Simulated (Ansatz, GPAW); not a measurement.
# A 6-layer slab of Cd(0001) in an electric field, part 3 of 3

Wanted: the out-of-plane polarisability of a 6-layer slab of Cd(0001).

GPAW 26.7.0 and Ansatz 0.2.0; Ansatz plane waves; slab in vacuum with a dipole correction, relaxation (the session's first sound run).

So far. Step 4 (In a field): The dipole is now -0.152 e Å, against -0.0011 in the run without a field. Step 5 (Field on): The dipole is now -0.0759 e Å, against -0.0011 in the run without a field.

## Step 8: In a field (continued)

Level of this step: GPAW, PAW setups; slab in vacuum (GPAW).

The electrostatic potential energy of an electron (without an applied field's), less the Fermi level, planar mean oscillates, so the rows of the table below give means over windows of 2.88 Å about each position, cut where the curve ends. Its maxima inside the range that stand out by 2 % of the span (Å: eV): 0.5: 4.71, 10.4: 1.69, 13.2: 1.38, 16.1: 1.64, 19.0: 1.37, 22.0: 0.989. Its minima: 9.0: -21.6, 11.9: -22.0, 14.6: -22.4, 17.6: -22.5, 20.5: -22.8, 23.5: -23.0.

Electrostatic potential energy of an electron (without an applied field's), less the Fermi level, planar mean against z; means over each step:

```csv
z (Å),"electrostatic potential energy of an electron (without an applied field's), less the Fermi level, planar mean (eV)"
1.44,4.65
4.32,4.70
7.20,1.90
10.08,-7.34
12.96,-7.77
15.84,-6.86
18.72,-7.14
21.60,-7.71
24.48,-5.97
27.36,2.91
30.24,2.93
```

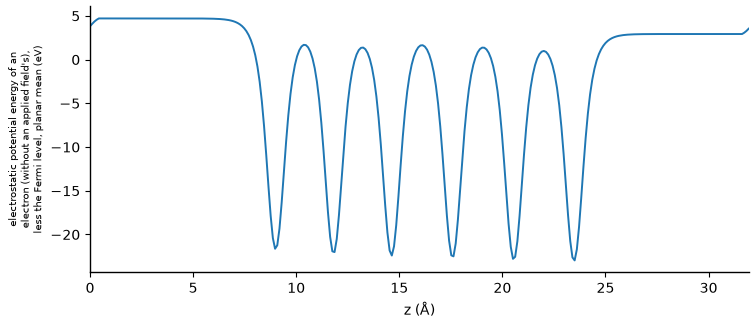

Electrostatic potential energy of an electron (without an applied field's), less the Fermi level, planar mean against z.

The dipole is now 0.0758 e Å, against -0.0011 in the run without a field.

## Step 9: In a field

File run.py:

```python
import json
import numpy as np
from ase import Atoms
from gpaw import GPAW, PW
from gpaw.external import ConstantElectricField

slab = Atoms(
    ['Cd', 'Cd', 'Cd', 'Cd', 'Cd', 'Cd'],
    positions=[
        [2.98000, 1.72050, 9.00000],
        [0.00000, 0.00000, 11.81014],
        [2.98000, 1.72050, 14.62028],
        [0.00000, 0.00000, 17.58126],
        [2.98000, 1.72050, 20.55027],
        [0.00000, 0.00000, 23.47290]],
    cell=[[2.98, 0.0, 0.0], [1.49, 2.58076, 0.0], [0.0, 0.0, 32.0507]],
    pbc=[True, True, False])

slab.calc = GPAW(mode=PW(400), xc='PBE', kpts={'size': (12, 12, 1), 'gamma': True},
                 occupations={'name': 'fermi-dirac', 'width': 0.1}, nbands='160%',
                 convergence={'density': 1e-05}, maxiter=200,
                 poissonsolver={'dipolelayer': 'xy'},
                 external=ConstantElectricField(0.2, [0, 0, 1]),
                 symmetry={'tolerance': 1e-3}, txt='slab.txt')
result = {}
energy = slab.get_potential_energy()
fermi = slab.calc.get_fermi_level()
v = slab.calc.get_electrostatic_potential().mean((0, 1)) - fermi
n = slab.calc.get_pseudo_density().mean((0, 1))
L = slab.cell[2, 2]
z = np.arange(len(v)) * L / len(v)
low, high = slab.positions[:, 2].min(), slab.positions[:, 2].max()
below, above = np.interp([low - 6.8, high + 6.8], z, v)
slopes = [np.interp(x, z, np.gradient(v, z)) for x in (low - 6.8, high + 6.8)]
eps = np.array([[slab.calc.get_eigenvalues(k, s) for k in range(len(slab.calc.get_ibz_k_points()))]
                for s in range(slab.calc.get_number_of_spins())]) - fermi
top, bottom = eps[eps < 0].max(), eps[eps > 0].min()
dipole = slab.get_dipole_moment()[2]
print(f'energy {energy:.4f} eV, Fermi level {fermi:.4f} eV, dipole {dipole:.5f} e A')
print(f'potential 6.8 A off the faces, from the Fermi level: lower {below:.4f} eV, upper {above:.4f} eV')
print(f'slope of the potential there: lower {slopes[0]:.5f}, upper {slopes[1]:.5f} eV/A')
print(f'nearest levels on the mesh: {top:.4f} and {bottom:.4f} eV')
print('magnetic moment', round(slab.get_magnetic_moment(), 3))
result.update(energy=energy, fermi=fermi, dipole=dipole, below=below, above=above, slopes=slopes, edges=[top, bottom],
              z=z.tolist(), v=v.tolist(), n=n.tolist(), positions=slab.positions.tolist(),
              forces=slab.get_forces(apply_constraint=False).tolist(), moments=slab.get_magnetic_moments().tolist())
json.dump(result, open('result.json', 'w'))
```

Command:

```console
> OMP_NUM_THREADS=1 OPENBLAS_NUM_THREADS=1 python run.py
```

What it wrote:

```text
energy -4.8873 eV, Fermi level 2.2785 eV, dipole 0.15164 e A
potential 6.8 A off the faces, from the Fermi level: lower 5.5843 eV, upper 2.0169 eV
slope of the potential there: lower -0.00018, upper -0.00003 eV/A
nearest levels on the mesh: -0.0809 and 0.0235 eV
magnetic moment 0.0
```

Elapsed: 5 min, on 1 thread of Intel Xeon Platinum 8375C at 2.90GHz (Ice Lake), shared host; peak memory 0.62 GiB.

The dipole is now 0.152 e Å, against -0.0011 in the run without a field.

## Step 10: Field on

run.py, as its differences from that of step 9:

```diff
@@ -22,3 +22,3 @@
                  poissonsolver={'dipolelayer': 'xy'},
-                 external=ConstantElectricField(0.2, [0, 0, 1]),
+                 external=ConstantElectricField(0.3, [0, 0, 1]),
                  symmetry={'tolerance': 1e-3}, txt='slab.txt')
```

What it wrote:

```text
energy -4.9062 eV, Fermi level 2.2844 eV, dipole 0.22753 e A
potential 6.8 A off the faces, from the Fermi level: lower 6.4641 eV, upper 1.1111 eV
slope of the potential there: lower -0.00021, upper -0.00005 eV/A
nearest levels on the mesh: -0.0801 and 0.0238 eV
magnetic moment 0.0
```

Wall time 5.5 min (1 thread); peak memory 0.6 GiB.

The dipole is now 0.228 e Å, against -0.0011 in the run without a field.

## Step 11: The series

The members are put on one axis.

This step: induced dipole against applied field (GPAW 26.7.0).

Table of dipole along the normal by field:

```csv
field (V/Å),dipole along the normal (e·Å)
-0.200,-0.152
-0.100,-0.0759
-0.050,-0.0380
0.000,-0.00112
0.050,0.0378
0.100,0.0758
0.200,0.152
0.300,0.228
```

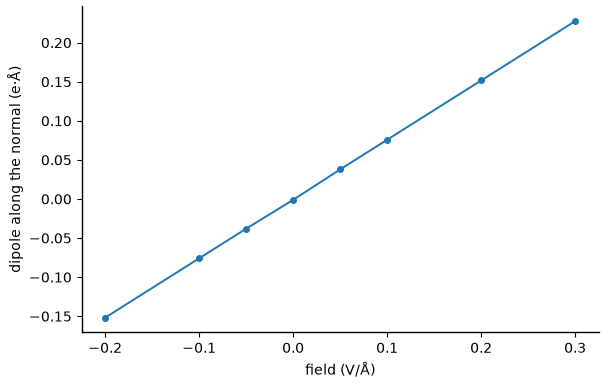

Dipole along the normal, plotted against field.

## Step 12: What came out

- work function, both faces: 3.84 eV
- dipole along the normal: -0.0011 e Å, near the numerical noise
- induced dipole per field: 0.759 e Å per V/Å
- out-of-plane polarisability per area, α/(ε0 A): 17.9 Å

In words: The field induces 0.759 e Å per V/Å, a polarisable thickness α/(ε0 A) of 17.9 Å beside 14.5 Å between the outermost nuclei. A perfect conductor would give the distance between its two image planes; a dielectric of thickness t gives t(1 - 1/ε). The measured value for polycrystalline Cd, which weights the faces of low work function, is 4.08 eV (as compiled in "Anisotropic work function of elemental crystals", 2019, arxiv:1902.07811); the relaxed upper face lies 0.24 eV under it with PBE. Measured work functions scatter by a tenth of an eV or more between methods. The induced dipole is linear in the field over this range. The small printed dipole stands for a step of 26 meV from the lower to the upper face, and the probes find 2.7 meV; values this small are near the numerical noise of both. The in-plane lattice was kept as typed, which isn't the functional's own and leaves some strain; spin-orbit coupling and temperature are left out.

[Logs are printed without paths, hosts, clocks, repeated set-up lines and the standing remarks that a program may print on its own settings, such as how far it seeks lower states.]

[Hosts, paths, dates, database ids (printed as entryN), source tags and the programs' standing remarks are cut or masked in the printed files.]
